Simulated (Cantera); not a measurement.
A closed system holds: 1 mol Al, 9.9 mol HCl, at 60.0 Pa.

These are equilibrium values from Cantera (NASA tables, ideal gas, pure condensed phases), not measurements of a reactor. Candidate condensed phases: Al, AlCl3; 12 gas species. The tables' values for AlCl2 are old estimates; treat these amounts as uncertain. Equilibrium is a limit: real reactors are often held back by kinetics, nucleation or transport.

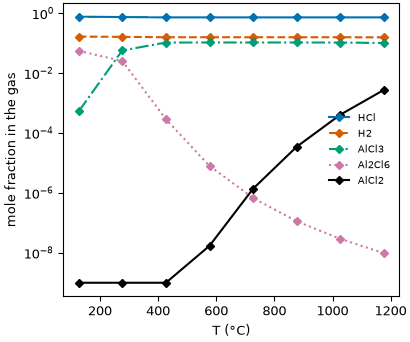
Fig. 1. Equilibrium gas composition (values under 1e-9 drawn at 1e-9)

Q: Read off the mole fractions at 1027 °C.

A: HCl about 0.73, H2 about 0.16, AlCl3 about 0.11, AlCl2 about 0.00041, Al2Cl6 about 2.9e-8.
